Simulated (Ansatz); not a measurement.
# Si₂NH₉: molecular dynamics (part 3 of 3)

Si₂NH₉; RKS PBE0-D4/6-31G* (Ansatz 0.2.0). It belongs to a series of runs on one base structure; here: dynamics from the highest image of the converged band.

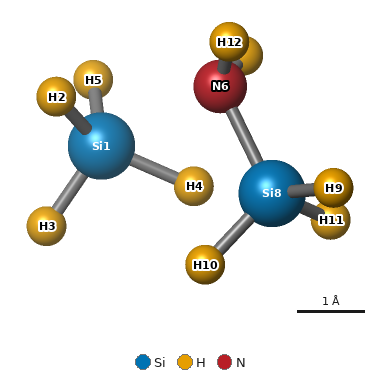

*The geometry at step 100 of the log (ball-and-stick view, seen at a tilt; atoms are numbered from 1 in the order of the input).*

Trajectory as extended XYZ (Å, eV, eV/Å), 17 of the 201 frames kept, from step=0 to step=200
```
12
Properties=species:S:1:pos:R:3:forces:R:3 step=0 time_fs=0.0 energy=-17380.15008 temperature=100.0
Si   -0.3666    0.0994   -0.0605    0.0163   0.0257  -0.0281
H     0.0579   -1.1853    1.2381    0.0060  -0.0092   0.0053
H     0.7811    0.8724    0.4803   -0.0048  -0.0050   0.0010
H    -1.0621    1.1376   -0.9246   -0.0037  -0.0093   0.0086
H    -0.1049   -0.9831   -1.0443    0.0021  -0.0024  -0.0009
N    -1.8618   -0.1071    1.1062   -0.0114   0.0048   0.0220
H    -2.6268   -0.5977    0.6390   -0.0033  -0.0003   0.0038
Si   -2.3883    1.2474    2.1469    0.0046  -0.0113  -0.0085
H    -3.4429    0.7541    3.0693   -0.0036   0.0009  -0.0015
H    -1.1799    1.6635    2.8980   -0.0010  -0.0016   0.0035
H    -2.9147    2.3751    1.3377    0.0020   0.0053  -0.0033
H    -1.0308   -0.8763    1.5213   -0.0032   0.0025  -0.0018
12
Properties=species:S:1:pos:R:3:forces:R:3 step=12 time_fs=6.0 energy=-17380.07678 temperature=43.5
Si   -0.3637    0.1088   -0.0582   -0.1178  -0.5158  -0.2550
H     0.0969   -1.2280    1.2295   -0.1969   0.1659  -0.2924
H     0.7772    0.8438    0.5230    0.1113   0.1961  -0.0913
H    -1.0673    1.1424   -0.9528    0.0943  -0.0239   0.3489
H    -0.1951   -0.9783   -1.0643    0.1472   0.0757   0.0229
N    -1.8580   -0.1166    1.1203   -0.2029  -0.4075  -0.1984
H    -2.6531   -0.5783    0.6789   -0.0087  -0.0274  -0.3010
Si   -2.3864    1.2489    2.1424    0.0905  -0.0484   0.2188
H    -3.4684    0.7896    3.0610    0.1650  -0.0041   0.0008
H    -1.1296    1.6109    2.8592   -0.2747   0.1899  -0.0195
H    -2.9614    2.3103    1.2735    0.1944   0.0545   0.0804
H    -1.1130   -0.9226    1.4719   -0.0015   0.3450   0.4858
12
Properties=species:S:1:pos:R:3:forces:R:3 step=25 time_fs=12.5 energy=-17380.21737 temperature=152.3
Si   -0.3600    0.1115   -0.0573    1.0177  -1.1285   0.5219
H     0.0869   -1.2077    1.1155    0.2022   0.3381  -0.3295
H     0.7972    0.8746    0.5223   -0.1073   0.0947  -0.3541
H    -1.0605    1.1612   -0.8764   -0.3108   0.3191   0.0673
H    -0.2377   -0.9489   -1.0930    0.1853   0.1157  -0.2906
N    -1.8621   -0.1366    1.1302   -0.8597   0.1978  -0.1025
H    -2.6565   -0.5614    0.6385    0.2291  -0.1225   0.0407
Si   -2.3836    1.2497    2.1395   -0.1428  -0.0039  -0.1105
H    -3.4515    0.8211    3.0647   -0.0420  -0.0820   0.1804
H    -1.1443    1.6285    2.8261    0.1286   0.2554   0.1954
H    -2.9470    2.2665    1.2273    0.1047   0.1572   0.0003
H    -1.2251   -0.8657    1.5740   -0.4051  -0.1411   0.1811
12
Properties=species:S:1:pos:R:3:forces:R:3 step=38 time_fs=19.0 energy=-17380.63475 temperature=474.7
Si   -0.3433    0.0992   -0.0515    1.0009  -0.2814  -0.6575
H     0.1350   -1.0583    0.8741    0.2358  -0.1737   0.2389
H     0.8003    0.9580    0.3949    0.1902   0.2209  -0.2533
H    -1.1495    1.2550   -0.7431   -0.1008  -0.4544   0.3172
H    -0.2137   -0.8552   -1.2244    0.0125   0.5014  -0.2349
N    -1.8869   -0.1516    1.1395   -0.5066  -0.3197   0.8065
H    -2.6203   -0.5976    0.5859   -0.1657   0.1059   0.1208
Si   -2.3824    1.2515    2.1362   -0.2211   0.6425   0.1157
H    -3.4301    0.8302    3.1173    0.1301   0.0562  -0.1271
H    -1.1504    1.7248    2.8431   -0.2312  -0.2059  -0.1501
H    -2.8908    2.2740    1.1918   -0.0523   0.0030   0.1261
H    -1.4691   -0.8590    1.7601   -0.2916  -0.0949  -0.3023
12
Properties=species:S:1:pos:R:3:forces:R:3 step=50 time_fs=25.0 energy=-17380.79113 temperature=595.8
Si   -0.3153    0.0860   -0.0545    1.0166   1.4082  -1.4910
H     0.2762   -1.0084    0.7495    0.0123  -0.6096   0.6106
H     0.8410    1.0853    0.1841   -0.2493  -0.3946  -0.1254
H    -1.2750    1.2171   -0.5274    0.0189  -0.2707  -0.0032
H    -0.1816   -0.6122   -1.4146   -0.0456   0.2125   0.3140
N    -1.9250   -0.1728    1.1664   -0.4042  -1.1841   1.1496
H    -2.6371   -0.5906    0.5684   -0.3212   0.5152  -0.1853
Si   -2.3844    1.2604    2.1335   -0.3798   0.6149  -0.3890
H    -3.3846    0.8493    3.1406   -0.2086  -0.0240   0.0385
H    -1.1986    1.7637    2.8305    0.3949  -0.1124   0.1119
H    -2.8587    2.2917    1.1946   -0.2405   0.0668   0.0406
H    -1.7669   -0.9109    1.8596    0.4063  -0.2223  -0.0714
12
Properties=species:S:1:pos:R:3:forces:R:3 step=62 time_fs=31.0 energy=-17380.76354 temperature=574.7
Si   -0.2747    0.0867   -0.0737    0.7871   0.2623  -0.3632
H     0.3965   -1.0996    0.7799   -0.7691   0.9181  -0.6806
H     0.8267    1.1093   -0.0569    0.2005  -0.0632   0.3591
H    -1.3911    1.1017   -0.3171    0.2978   0.3445  -0.4323
H    -0.1634   -0.3129   -1.5211   -0.0495  -0.5805   0.1682
N    -1.9748   -0.2236    1.2211   -0.8055  -1.0428   0.8688
H    -2.7184   -0.4226    0.5313    0.3756   0.0465   0.3432
Si   -2.3900    1.2766    2.1278    0.2280   0.1590   0.2796
H    -3.3897    0.8706    3.1624   -0.0221   0.1559  -0.1170
H    -1.1593    1.7545    2.8320   -0.1393  -0.1421  -0.1762
H    -2.8991    2.3245    1.2160   -0.1223  -0.0724   0.0451
H    -1.9716   -1.0058    1.8954    0.0188   0.0148  -0.2947
12
Properties=species:S:1:pos:R:3:forces:R:3 step=75 time_fs=37.5 energy=-17380.75336 temperature=567.0
Si   -0.2218    0.0956   -0.1030   -0.5465   2.5990  -2.0346
H     0.3034   -0.9752    0.6490    0.4948  -1.3088   0.9000
H     0.8825    1.1109   -0.1908    0.2185   0.0016   0.4756
H    -1.3914    1.0783   -0.2303    0.5242   0.1673  -0.1054
H    -0.1664   -0.1959   -1.5748   -0.1090  -0.7320   0.0482
N    -2.0474   -0.2998    1.3041   -0.5192   0.6348   0.3685
H    -2.7348   -0.2550    0.5546   -0.0818  -0.7976  -0.1788
Si   -2.3937    1.2951    2.1247    0.1125  -1.0392   0.4796
H    -3.4118    0.9493    3.1571   -0.0065   0.2028   0.1216
H    -1.1392    1.7088    2.7854    0.0771   0.2313  -0.0061
H    -2.9849    2.3342    1.2495    0.1177  -0.1208  -0.1332
H    -2.1867   -1.1393    1.8700   -0.2817   0.1616   0.0646
12
Properties=species:S:1:pos:R:3:forces:R:3 step=88 time_fs=44.0 energy=-17381.08453 temperature=823.0
Si   -0.1698    0.1306   -0.1547    1.6615  -0.5985  -0.4045
H     0.2730   -1.1014    0.6927   -0.3948   1.0437  -0.5342
H     1.0135    1.0947   -0.1481   -0.1396  -0.4186   0.1001
H    -1.2375    1.1436   -0.1866   -0.4103   0.2253   0.2512
H    -0.2090   -0.3482   -1.5924   -0.0645  -0.1061   0.3245
N    -2.1397   -0.3622    1.3946   -1.0472   0.9821  -0.5854
H    -2.7313   -0.3503    0.5597    0.1549  -0.0821  -0.1155
Si   -2.3962    1.2995    2.1286   -0.3159  -1.4723   0.4967
H    -3.4286    1.1073    3.1934    0.1811   0.1276   0.1753
H    -1.1059    1.7371    2.7217   -0.0679   0.1386  -0.1158
H    -3.0266    2.2981    1.2302    0.2572  -0.0907  -0.2536
H    -2.4758   -1.1948    1.8747    0.1855   0.2511   0.6610
12
Properties=species:S:1:pos:R:3:forces:R:3 step=100 time_fs=50.0 energy=-17381.40052 temperature=1067.0
Si   -0.1063    0.1622   -0.2106    0.2425  -0.0733  -0.0430
H     0.1634   -1.0056    0.6530   -0.1709   0.1238   0.3646
H     1.1207    0.9676   -0.0725    0.4410   0.1892  -0.4049
H    -1.1694    1.2409   -0.0766    0.2480  -0.6013  -0.0143
H    -0.2716   -0.5360   -1.5216    0.0012   0.4030  -0.2331
N    -2.2512   -0.3980    1.4685   -0.9667   0.6666   0.4052
H    -2.6771   -0.4967    0.5421    0.0538   0.1482   0.3405
Si   -2.4023    1.2858    2.1376   -0.4153  -0.8782  -0.1490
H    -3.3847    1.2940    3.2814    0.2812  -0.0935  -0.0864
H    -1.0893    1.8111    2.6304   -0.1463  -0.1398  -0.1205
H    -2.9810    2.2308    1.1346    0.1414  -0.1018   0.0250
H    -2.6881   -1.1217    2.0513    0.2900   0.3572  -0.0840
12
Properties=species:S:1:pos:R:3:forces:R:3 step=112 time_fs=56.0 energy=-17381.50602 temperature=1148.6
Si   -0.0363    0.1930   -0.2683    1.1349  -0.5913   0.3486
H    -0.0094   -0.8755    0.7427    0.0723  -0.0295   0.2505
H     1.3193    0.8639   -0.1283   -0.4047  -0.1460  -0.5754
H    -1.0607    1.1937    0.0297   -0.2391   0.2945  -0.2421
H    -0.3303   -0.5964   -1.5083    0.1548   0.5093  -0.2018
N    -2.3830   -0.4123    1.5524   -0.1081   1.2901   1.3675
H    -2.6267   -0.6080    0.5943   -0.3437  -0.1099   0.1047
Si   -2.4130    1.2610    2.1446   -0.0356  -0.1804  -0.9196
H    -3.2622    1.4499    3.3537   -0.1327  -0.2803   0.0015
H    -1.1018    1.8469    2.5052    0.2987  -0.1850   0.1024
H    -2.8948    2.1361    1.0391   -0.2111   0.0989   0.1032
H    -2.8341   -0.9959    2.2389   -0.1857  -0.6704  -0.3394
12
Properties=species:S:1:pos:R:3:forces:R:3 step=125 time_fs=62.5 energy=-17381.60429 temperature=1224.9
Si    0.0508    0.2189   -0.3248   -0.6240  -1.0526   1.4703
H    -0.1396   -0.7442    0.8906    0.5479   0.5133  -1.0821
H     1.4342    0.7277   -0.3866    0.1221   0.2071  -0.1086
H    -0.9926    1.2206    0.0486    0.3461   0.2450  -0.5331
H    -0.3425   -0.4865   -1.5732    0.0592   0.0410  -0.0959
N    -2.5341   -0.4028    1.6762   -0.5164  -0.9831   0.4772
H    -2.6659   -0.7330    0.7321    0.0835   0.3221  -0.1011
Si   -2.4245    1.2334    2.1415    0.4719   1.2811  -0.2384
H    -3.1642    1.5159    3.4152   -0.1402  -0.2378  -0.2102
H    -1.0448    1.8001    2.3986   -0.1794  -0.3938   0.0715
H    -2.8744    2.0648    0.9815   -0.2779   0.1155   0.2391
H    -3.0142   -1.0319    2.3047    0.1071  -0.0577   0.1111
12
Properties=species:S:1:pos:R:3:forces:R:3 step=138 time_fs=69.0 energy=-17381.65271 temperature=1262.6
Si    0.1338    0.2342   -0.3683   -0.0859   1.4024  -1.8412
H    -0.0943   -0.5296    0.7926    0.1668  -1.3265   1.2034
H     1.5455    0.6459   -0.6878   -0.2513   0.0242   0.4576
H    -0.8224    1.3634   -0.1230    0.4194   0.1629  -0.2718
H    -0.3314   -0.3537   -1.6628   -0.0738  -0.3409   0.2456
N    -2.6986   -0.4172    1.8130   -0.1820  -1.3688  -0.8644
H    -2.6860   -0.7523    0.8544    0.0484   0.1034   0.2067
Si   -2.4310    1.2214    2.1345   -0.1920   0.7035   0.4105
H    -3.1258    1.5002    3.4165   -0.1125   0.1597   0.0820
H    -1.0167    1.6219    2.3240    0.2074   0.0277   0.0691
H    -2.9567    2.0419    1.0070   -0.0432   0.1245   0.0677
H    -3.1624   -1.0999    2.3951    0.0987   0.3279   0.2347
12
Properties=species:S:1:pos:R:3:forces:R:3 step=150 time_fs=75.0 energy=-17381.59939 temperature=1221.5
Si    0.2071    0.2592   -0.4220   -0.1357  -0.3602   0.1364
H     0.0406   -0.6209    0.8830    0.2092   0.8232  -1.3305
H     1.6016    0.5885   -0.8256    0.1474  -0.1214   0.4047
H    -0.5254    1.5520   -0.3725   -0.0265  -0.0043   0.3636
H    -0.3448   -0.3442   -1.6737   -0.1012  -0.4071   0.2797
N    -2.8533   -0.4567    1.9222    0.6024   1.1692  -0.6914
H    -2.6947   -0.7685    0.9795   -0.2757  -0.8563   0.0412
Si   -2.4386    1.2190    2.1334   -0.6197  -0.7332   1.0620
H    -3.1200    1.5314    3.4279    0.1984   0.3080  -0.0166
H    -0.9583    1.4519    2.2734   -0.2879   0.1802  -0.1044
H    -3.0472    2.0606    1.0599    0.2733   0.0089  -0.0520
H    -3.2803   -1.0915    2.5730    0.0159  -0.0070  -0.0929
12
Properties=species:S:1:pos:R:3:forces:R:3 step=162 time_fs=81.0 energy=-17381.67168 temperature=1277.0
Si    0.2790    0.2838   -0.4787    0.2916   1.2149  -1.9056
H     0.2301   -0.5381    0.6802   -0.2911  -0.4578   1.3128
H     1.7019    0.4902   -0.8371    0.2291  -0.2059  -0.0496
H    -0.2276    1.7158   -0.5127   -0.1776  -0.6511   0.4584
H    -0.3885   -0.4580   -1.5936    0.0072   0.0486   0.0871
N    -2.9948   -0.4753    2.0115    0.5832   0.8951  -0.9099
H    -2.7883   -1.0041    1.1667   -0.1118   0.1041   0.3469
Si   -2.4541    1.2084    2.1443   -1.0133  -1.3567   0.7197
H    -3.0562    1.6566    3.4384    0.2174   0.0652  -0.0269
H    -0.9699    1.3411    2.1943   -0.0474   0.1784  -0.0731
H    -3.0540    2.0833    1.0948    0.2516  -0.0899  -0.1532
H    -3.3846   -1.0597    2.7323    0.0611   0.2551   0.1933
12
Properties=species:S:1:pos:R:3:forces:R:3 step=175 time_fs=87.5 energy=-17381.64318 temperature=1255.1
Si    0.3625    0.3190   -0.5588    1.3278  -1.7102   0.8409
H     0.3459   -0.4924    0.7599   -0.2432   0.8266  -0.6064
H     1.8537    0.3120   -0.8617   -0.5603  -0.0700  -0.2725
H     0.0092    1.7281   -0.5036   -0.5361   0.4594   0.1115
H    -0.4322   -0.5599   -1.4760    0.0811   0.4361  -0.1650
N    -3.1343   -0.4719    2.0892   -0.0361   0.3527   0.6131
H    -2.9176   -1.2355    1.4563    0.2846   0.6453  -0.2387
Si   -2.4837    1.1791    2.1652   -0.2924  -0.9237  -0.1993
H    -2.9150    1.8136    3.4443   -0.0729  -0.2634   0.0292
H    -0.9998    1.2808    2.0847    0.0354  -0.0623   0.1053
H    -2.9775    2.0732    1.0769   -0.0976  -0.1769  -0.0907
H    -3.4663   -0.9064    2.9493    0.1097   0.4865  -0.1274
12
Properties=species:S:1:pos:R:3:forces:R:3 step=188 time_fs=94.0 energy=-17381.65902 temperature=1267.1
Si    0.4607    0.3395   -0.6319   -0.3200  -0.0124   1.3356
H     0.3704   -0.2415    0.7522    0.0091   0.0799  -0.1984
H     1.8610    0.1079   -0.9989    0.3606   0.1710  -0.4377
H     0.0785    1.7987   -0.4583    0.1455  -0.5401  -0.4513
H    -0.4566   -0.5104   -1.4268   -0.1049   0.2384  -0.3450
N    -3.2724   -0.4512    2.1803    0.0742   1.3265   0.6972
H    -2.9481   -1.2639    1.6752    0.1223   0.1237   0.1361
Si   -2.5174    1.1372    2.1834    0.5108   0.0339  -0.8706
H    -2.8001    1.8714    3.4552   -0.2740  -0.3236  -0.0356
H    -1.0256    1.1976    2.0188   -0.1223  -0.2514   0.2549
H    -2.9340    1.9961    1.0295   -0.2865  -0.1145   0.1138
H    -3.5238   -0.6314    3.1456   -0.1148  -0.7314  -0.1990
12
Properties=species:S:1:pos:R:3:forces:R:3 step=200 time_fs=100.0 energy=-17381.68366 temperature=1286.1
Si    0.5510    0.3544   -0.6865   -0.1374  -0.4742  -0.3915
H     0.3879    0.0202    0.7217    0.2579  -0.6920   0.5339
H     1.9118   -0.0164   -1.2485   -0.4402   0.3987   0.2548
H     0.1657    1.7635   -0.5599    0.2350   0.6008  -0.5639
H    -0.4966   -0.3706   -1.4822    0.1747   0.1160   0.0876
N    -3.3982   -0.4044    2.2821    0.1642  -0.1482   0.4463
H    -2.9353   -1.2225    1.9024   -0.1171  -0.0055  -0.0834
Si   -2.5435    1.0980    2.1905    0.1395   0.4847  -0.3974
H    -2.7833    1.8247    3.4603   -0.2063   0.1158   0.0693
H    -1.0725    1.0384    2.0381    0.2396  -0.1920   0.0917
H    -2.9862    1.8891    1.0141   -0.1341   0.1305   0.0035
H    -3.6097   -0.5767    3.2590   -0.1757  -0.3348  -0.0509
```

This output came from the following input.

Input
```yaml
crystal:
  periodic: [false, false, false]
  atoms:
    - { symbol: Si, position_ang: [-0.366618, 0.099426, -0.060474] }
    - { symbol: H, position_ang: [0.057898, -1.185324, 1.238107] }
    - { symbol: H, position_ang: [0.781102, 0.872433, 0.480254] }
    - { symbol: H, position_ang: [-1.062062, 1.137636, -0.924606] }
    - { symbol: H, position_ang: [-0.104851, -0.983137, -1.0443] }
    - { symbol: "N", position_ang: [-1.861846, -0.107108, 1.106241] }
    - { symbol: H, position_ang: [-2.626784, -0.597711, 0.638956] }
    - { symbol: Si, position_ang: [-2.388344, 1.247427, 2.146901] }
    - { symbol: H, position_ang: [-3.442903, 0.754084, 3.069313] }
    - { symbol: H, position_ang: [-1.179937, 1.66353, 2.898001] }
    - { symbol: H, position_ang: [-2.914657, 2.375096, 1.337731] }
    - { symbol: H, position_ang: [-1.030799, -0.876251, 1.521275] }
basis:
  gaussian: { orbitals: "6-31G*" }
hamiltonian:
  xc: pbe0
  dispersion: d4
md:
  timestep: 0.5
  n_steps: 200
  ensemble: nve
  temperature: 100.0
  initial_velocities: maxwell_boltzmann
  seed: 11636
```

Command:
```bash
ansatz run input.yaml --threads 1 --pin off --max-ram 2048MiB --backend cpu --events-out ev --progress --plain --runs-dir out
```

Summary

- outcome: finished
- mean temperature over the second half: 1226 K
- trajectory: 200 steps, 100 fs
- ensemble: nve
- temperature in the input: 100.0 K
- time step: 0.5 fs
- potential energy (last step): −17381.6837 eV
- mean-field energy (last step): −17381.5357 eV
- largest force (length of the vector) (last step): 0.911 eV/Å
- hardware: 1 thread of Arm Neoverse V2, 24 GiB of memory available, shared host
- wall time: 10 min
- peak memory: 0.14 GiB

Notes

So short a trajectory is not equilibrated.
